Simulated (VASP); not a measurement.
Band structure of Sn₂C₆ (ordered alloy cell). Calculation: PBEsol GGA, VASP's PBE PAW potentials (set 64) (plane waves; VASP).

Unless said otherwise, spin-orbit coupling is left out, though it shifts the bands of the heavy elements here.

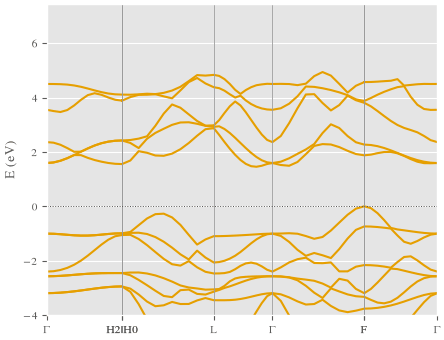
*Bands along high-symmetry lines, zero at the valence-band maximum or, without a gap, the Fermi level*

Q: Read the plot: is there a gap, and where are the band edges?

A: The gap is indirect, 1.45 eV, from the valence maximum at S0 to the conduction minimum at L-Γ at 0.73. (Edges off the drawn lines would not show.)

The structure was generated: Sn2C6 was put into an ordered model structure (R-3m), which need not be its known phase. It was relaxed first, which changed the volume by +51 %.
